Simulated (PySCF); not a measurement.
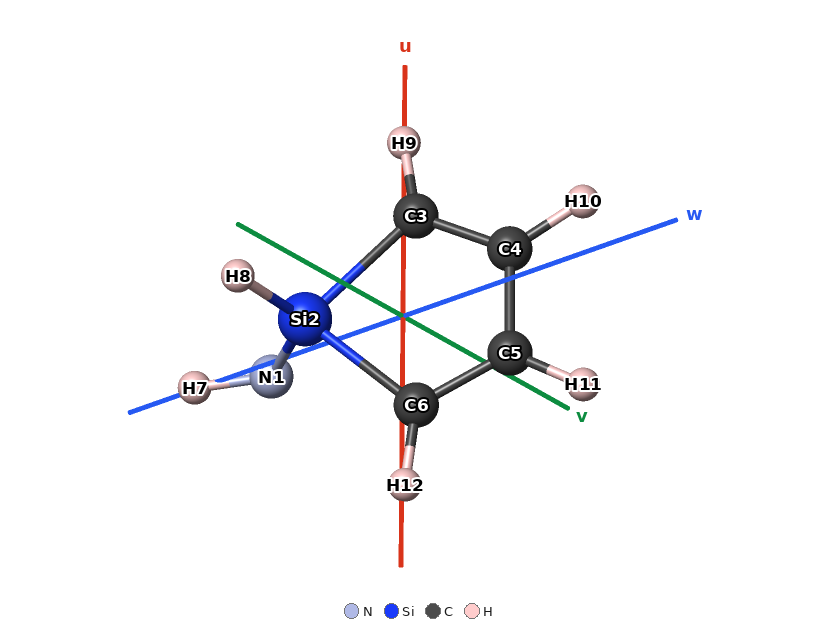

The lines u, v and w are the principal axes of the g tensor. State: neutral, doublet. The geometry was computed by an optimisation with GFN2-xTB. No frequency run is at hand to confirm it as a minimum. Level of theory: UKS B3LYP, pcH-1 on C H N Si, non-relativistic, mean-field spin-orbit, GIAO (PySCF 2.14.0).

> Along which axis does g lie farthest from the free-electron value?

Along w (close to the long direction N1···C4): the shift is 6190 ppm.

Give the principal values and shifts.

```json
{"axis": "u", "g": "2.00214", "shift (ppm)": "−178"}
{"axis": "v", "g": "2.00424", "shift (ppm)": "1924"}
{"axis": "w", "g": "2.00851", "shift (ppm)": "6190"}
```

The geometry is semi-empirical. Around Si such bond lengths and angles can be off by a tenth of an ångström or more and by several degrees, and values that hang on the shape move with them.
